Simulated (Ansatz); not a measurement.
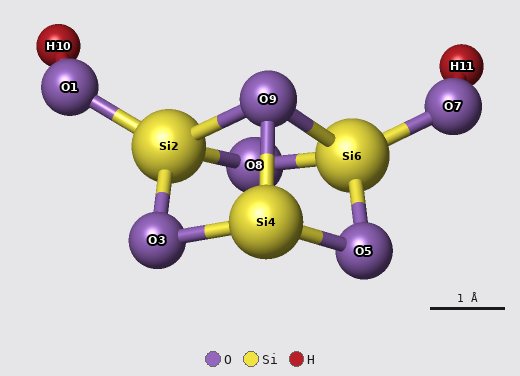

Fig. 1: The structure as given in the input (ball-and-stick view, seen at a tilt; atoms are numbered from 1 in the order of the input). Bond lengths as drawn: H–O 0.98 Å and O–Si 1.60 to 1.87 Å.

**Geometry relaxation of Si$_{3}$H$_{2}$O$_{6}$ (charge +1)**

The run: geometry relaxation of Si$_{3}$H$_{2}$O$_{6}$, charge +1, multiplicity 2. Method and program: UKS PBE-D4/def2-SVP (Ansatz 0.2.0).

Figures and captions count atoms from 1; the log counts them from 0 in places.

## Input file
```yaml
crystal:
  periodic: [false, false, false]
  atoms:
    - { symbol: O, position_ang: [-1.83532361, 2.05697809, 0.71394121] }
    - { symbol: Si, position_ang: [-0.9310628, 0.91998259, 0.04058899] }
    - { symbol: O, position_ang: [-1.77589719, -0.2082091, -0.88764759] }
    - { symbol: Si, position_ang: [-0.86865383, -1.56649571, -0.40040144] }
    - { symbol: O, position_ang: [0.71297865, -1.55049294, -1.03571656] }
    - { symbol: Si, position_ang: [1.2778959, -0.27134186, -0.09082293] }
    - { symbol: O, position_ang: [2.7801824, -0.43222989, 0.43936543] }
    - { symbol: O, position_ang: [0.6309661, 1.22844602, -0.53038258] }
    - { symbol: O, position_ang: [-0.20609768, -0.48974169, 0.97542446] }
    - { symbol: H, position_ang: [-1.5042765, 2.91936526, 1.03060848] }
    - { symbol: H, position_ang: [3.34745857, 0.30275924, 0.74197252] }
magnetization:
  spin_polarized: true
  initial_magnetization: 1
total_charge: 1
basis:
  gaussian: { orbitals: def2-SVP }
hamiltonian:
  xc: pbe
  dispersion: d4
relax:
  f_tol: 0.002
  max_steps: 150
```

Command:
```bash
ansatz run input.yaml --threads 4 --pin off --max-ram 10240MiB --backend cpu --events-out ev --progress --plain --runs-dir out
```

## The program's output
```
The last accepted step is kept in [file] (removed where the run ends without a failure and the disk answers)
Engine: ansatz 0.2.0, aarch64-unknown-linux-gnu
Functional definition: PBE
  parameter kappa = 0.804
  parameter beta = 0.06672455060314922
  exchange = pbe_x(kappa = kappa, mu = beta*pi^2/3)
  correlation = pbe_c(beta = beta)
1562 factors; their error is unknown
mean field evaluation 1: about -35871.5511 eV, gradient 1.0e2 eV
mean field evaluation 2: about -35737.9436 eV, gradient 2.0e2 eV
mean field evaluation 4: about -35905.4406 eV, gradient 2.4e1 eV
mean field evaluation 8: about -35907.5143 eV, gradient 2.5e-1 eV
mean field evaluation 16: about -35907.4035 eV, gradient 6.1e-4 eV
mean field -35907.40353802 eV, -1319.5727411100 hartree, gradient 5.3e-5 eV, S^2 0.751541; 0 other end points of the search recorded, 0 dependent functions left out
the calculation of the forces begins
reference -35907.40357779 eV, -1319.5727425716 hartree; 46, 45 occupied and 102, 103 virtual orbitals, 1562 factors
relax step   1: F+E_penalty+E_count = -35907.82031884 eV  Δ(F+E_penalty+E_count) = +0.000e0 eV  max|allowed force component| = 1.166e-2 eV/Å  Δτ_max = 0.0000 Å  (33 SCF iters, accepted)
these checks for a lower state are left out or cut short: starts, cluster_reference, orbital_swaps, neighbouring_geometries, increment
1562 factors; their error is unknown
mean field -35907.40354267 eV, -1319.5727412810 hartree, gradient 4.2e-5 eV, S^2 0.751541; 0 other end points of the search recorded, 0 dependent functions left out
the calculation of the forces begins
reference -35907.40358244 eV, -1319.5727427425 hartree; 46, 45 occupied and 102, 103 virtual orbitals, 1562 factors
relax step   2: F+E_penalty+E_count = -35907.82033616 eV  Δ(F+E_penalty+E_count) = -1.732e-5 eV  max|allowed force component| = 6.652e-3 eV/Å  Δτ_max = 0.0017 Å  (24 SCF iters, accepted)
these checks for a lower state are left out or cut short: starts, cluster_reference, orbital_swaps, neighbouring_geometries, increment
1562 factors; their error is unknown
mean field -35907.40354248 eV, -1319.5727412739 hartree, gradient 1.4e-5 eV, S^2 0.751540; 0 other end points of the search recorded, 0 dependent functions left out
the calculation of the forces begins
reference -35907.40358225 eV, -1319.5727427353 hartree; 46, 45 occupied and 102, 103 virtual orbitals, 1562 factors
relax step   3: F+E_penalty+E_count = -35907.82035638 eV  Δ(F+E_penalty+E_count) = -2.022e-5 eV  max|allowed force component| = 4.310e-3 eV/Å  Δτ_max = 0.0047 Å  (27 SCF iters, accepted)
these checks for a lower state are left out or cut short: starts, cluster_reference, orbital_swaps, neighbouring_geometries, increment
1562 factors; their error is unknown
mean field evaluation 32: about -35907.4035 eV, gradient 4.3e-2 eV
mean field -35907.40354036 eV, -1319.5727411959 hartree, gradient 3.4e-5 eV, S^2 0.751540; 0 other end points of the search recorded, 0 dependent functions left out
the calculation of the forces begins
reference -35907.40358012 eV, -1319.5727426572 hartree; 46, 45 occupied and 102, 103 virtual orbitals, 1562 factors
relax step   4: F+E_penalty+E_count = -35907.82035811 eV  Δ(F+E_penalty+E_count) = -1.728e-6 eV  max|allowed force component| = 3.136e-3 eV/Å  Δτ_max = 0.0010 Å  (24 SCF iters, accepted)
these checks for a lower state are left out or cut short: starts, cluster_reference, orbital_swaps, neighbouring_geometries, increment
1562 factors; their error is unknown
mean field -35907.40354596 eV, -1319.5727414019 hartree, gradient 2.2e-5 eV, S^2 0.751540; 0 other end points of the search recorded, 0 dependent functions left out
the calculation of the forces begins
reference -35907.40358573 eV, -1319.5727428632 hartree; 46, 45 occupied and 102, 103 virtual orbitals, 1562 factors
relax step   5: F+E_penalty+E_count = -35907.82035968 eV  Δ(F+E_penalty+E_count) = -1.571e-6 eV  max|allowed force component| = 1.388e-3 eV/Å  Δτ_max = 0.0004 Å  (23 SCF iters, accepted)
```

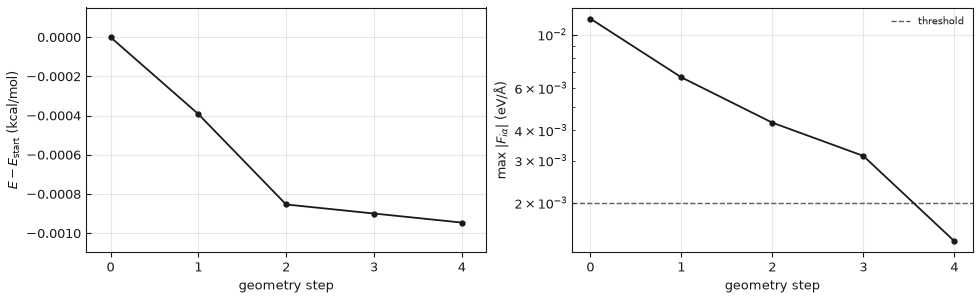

Fig. 2: Progress of the relaxation, step by step (the first geometry is step 0 here and step 1 in the log). The largest moves after the best rigid fit, 0.007 Å, are those of H10 and H11. By element the largest moves are H 0.007 Å, O 0.003 Å, Si 0.001 Å. Over 4 geometry steps the energy falls by next to nothing (0.0 kcal/mol). The largest force component goes from 0.012 to 0.0014 eV/Å. (Atoms are counted from 1 in the order of the input.)

```
1562 factors; their error is unknown
mean field -35907.40354596 eV, -1319.5727414019 hartree, gradient 2.2e-5 eV, S^2 0.751540; 1 other end points of the search recorded, 0 dependent functions left out
the calculation of the forces begins
reference -35907.40358573 eV, -1319.5727428632 hartree; 46, 45 occupied and 102, 103 virtual orbitals, 1562 factors
Total energy: -35907.82039945 eV, -1319.5880604848 hartree
Atom 0 at    -1.833103     2.057818     0.713756 Å, force    -0.001388    -0.000059    -0.000306 eV/Å
Atom 1 at    -0.931422     0.919436     0.039245 Å, force    -0.000017     0.000453     0.000044 eV/Å
Atom 2 at    -1.776703    -0.209304    -0.888013 Å, force    -0.000009     0.000036     0.000347 eV/Å
Atom 3 at    -0.868797    -1.566827    -0.399785 Å, force    -0.000276    -0.000501    -0.000267 eV/Å
Atom 4 at     0.712472    -1.551752    -1.036095 Å, force     0.000066    -0.000002     0.000342 eV/Å
Atom 5 at     1.277512    -0.271872    -0.092166 Å, force     0.000397     0.000222     0.000022 eV/Å
Atom 6 at     2.779655    -0.429906     0.439341 Å, force     0.000669    -0.001169    -0.000433 eV/Å
Atom 7 at     0.630129     1.227207    -0.533189 Å, force    -0.000070    -0.000203     0.000673 eV/Å
Atom 8 at    -0.206283    -0.489981     0.974472 Å, force     0.000338     0.000706    -0.000627 eV/Å
Atom 9 at    -1.498103     2.917486     1.033678 Å, force     0.000656    -0.000014     0.000072 eV/Å
Atom 10 at     3.342812     0.306715     0.745687 Å, force    -0.000365     0.000532     0.000132 eV/Å
Dipole moment:     0.212564     0.344593     0.449157 e Å
```

## Trajectory as extended XYZ (Å, eV, eV/Å), 5 frames, from step=1 to step=5
```
11
Properties=species:S:1:pos:R:3:forces:R:3 step=1 energy=-35907.82032
O    -1.8353    2.0570    0.7139    0.0017   0.0022  -0.0003
Si   -0.9311    0.9200    0.0406    0.0003  -0.0009   0.0037
O    -1.7759   -0.2082   -0.8876   -0.0003  -0.0067  -0.0032
Si   -0.8687   -1.5665   -0.4004    0.0066   0.0117   0.0054
O     0.7130   -1.5505   -1.0357   -0.0057  -0.0038  -0.0028
Si    1.2779   -0.2713   -0.0908   -0.0006  -0.0003   0.0037
O     2.7802   -0.4322    0.4394    0.0009   0.0026  -0.0002
O     0.6310    1.2284   -0.5304   -0.0005  -0.0008  -0.0018
O    -0.2061   -0.4897    0.9754   -0.0021  -0.0032  -0.0073
H    -1.5043    2.9194    1.0306    0.0027  -0.0020   0.0013
H     3.3475    0.3028    0.7420   -0.0030   0.0011   0.0016
11
Properties=species:S:1:pos:R:3:forces:R:3 step=2 energy=-35907.82034
O    -1.8346    2.0571    0.7141    0.0003   0.0018  -0.0002
Si   -0.9311    0.9198    0.0403   -0.0016  -0.0004   0.0016
O    -1.7762   -0.2085   -0.8877    0.0006  -0.0040  -0.0020
Si   -0.8687   -1.5665   -0.4004    0.0038   0.0067   0.0043
O     0.7129   -1.5509   -1.0358   -0.0038  -0.0016  -0.0018
Si    1.2777   -0.2715   -0.0911    0.0007  -0.0016   0.0015
O     2.7799   -0.4316    0.4396    0.0013   0.0012  -0.0002
O     0.6307    1.2281   -0.5313   -0.0003  -0.0005  -0.0004
O    -0.2062   -0.4898    0.9751   -0.0011  -0.0015  -0.0052
H    -1.5028    2.9190    1.0313    0.0025  -0.0014   0.0010
H     3.3464    0.3038    0.7428   -0.0024   0.0012   0.0013
11
Properties=species:S:1:pos:R:3:forces:R:3 step=3 energy=-35907.82036
O    -1.8331    2.0577    0.7141   -0.0027   0.0002  -0.0008
Si   -0.9315    0.9195    0.0393    0.0021   0.0000  -0.0010
O    -1.7767   -0.2093   -0.8880    0.0000   0.0026   0.0010
Si   -0.8688   -1.5668   -0.4000   -0.0008  -0.0016   0.0016
O     0.7125   -1.5518   -1.0361    0.0023   0.0014   0.0009
Si    1.2776   -0.2719   -0.0921   -0.0012   0.0019  -0.0008
O     2.7795   -0.4300    0.4397    0.0016  -0.0021  -0.0010
O     0.6301    1.2272   -0.5331    0.0008   0.0016  -0.0018
O    -0.2061   -0.4897    0.9743   -0.0021  -0.0043   0.0019
H    -1.4987    2.9178    1.0334    0.0013  -0.0005   0.0000
H     3.3434    0.3064    0.7454   -0.0011   0.0008   0.0001
11
Properties=species:S:1:pos:R:3:forces:R:3 step=4 energy=-35907.82036
O    -1.8328    2.0578    0.7139   -0.0020   0.0003  -0.0001
Si   -0.9314    0.9194    0.0392   -0.0007  -0.0001  -0.0008
O    -1.7768   -0.2093   -0.8880   -0.0004  -0.0003  -0.0004
Si   -0.8689   -1.5669   -0.3999    0.0003   0.0004  -0.0003
O     0.7125   -1.5518   -1.0360    0.0000  -0.0005  -0.0005
Si    1.2775   -0.2718   -0.0922    0.0002  -0.0007  -0.0008
O     2.7795   -0.4297    0.4395    0.0014  -0.0015  -0.0003
O     0.6301    1.2271   -0.5336   -0.0005  -0.0013   0.0030
O    -0.2064   -0.4901    0.9744    0.0016   0.0031   0.0002
H    -1.4979    2.9175    1.0338    0.0007   0.0000   0.0000
H     3.3427    0.3069    0.7458   -0.0004   0.0006   0.0001
11
Properties=species:S:1:pos:R:3:forces:R:3 step=5 energy=-35907.82036
O    -1.8331    2.0578    0.7138   -0.0014  -0.0001  -0.0003
Si   -0.9314    0.9194    0.0392    0.0000   0.0005   0.0000
O    -1.7767   -0.2093   -0.8880    0.0000   0.0000   0.0003
Si   -0.8688   -1.5668   -0.3998   -0.0003  -0.0005  -0.0003
O     0.7125   -1.5518   -1.0361    0.0001   0.0000   0.0003
Si    1.2775   -0.2719   -0.0922    0.0004   0.0002   0.0000
O     2.7797   -0.4299    0.4393    0.0007  -0.0012  -0.0004
O     0.6301    1.2272   -0.5332   -0.0001  -0.0002   0.0007
O    -0.2063   -0.4900    0.9745    0.0003   0.0007  -0.0006
H    -1.4981    2.9175    1.0337    0.0007   0.0000   0.0001
H     3.3428    0.3067    0.7457   -0.0004   0.0005   0.0001
```

## Summary

- outcome: converged
- total energy: −35907.8204 eV
- mean-field energy: −35907.4036 eV
- ⟨S²⟩: 0.752
- SCF solution under orbital rotations: stable
- largest force (length of the vector) at the end: 0.001 eV/Å
- hardware: 4 threads of Arm Neoverse V2, 24 GiB of memory available, shared host
- wall time: 18 s (CPU time 69 s)
- peak memory: 0.27 GiB
